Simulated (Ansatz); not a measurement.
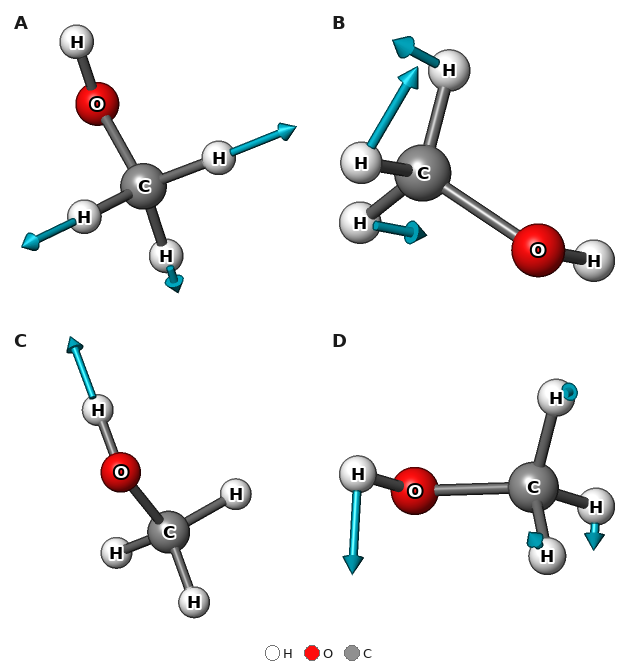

4 normal modes of one molecule or complex, as arrows. Harmonic vibrations computed with RKS PBE0-D4/def2-TZVP (Ansatz 0.2.0) at a stationary point of the same level.

Match the panels to the wavenumbers 308 cm⁻¹, 1490 cm⁻¹, 3005 cm⁻¹, 3879 cm⁻¹.

Answer. A: 3005 cm⁻¹, in-phase stretching of 2 C–H bonds
B: 1490 cm⁻¹, H–C–H bending
C: 3879 cm⁻¹, O–H stretching
D: 308 cm⁻¹, a torsion or out-of-plane motion in which bond lengths and bond angles hardly change
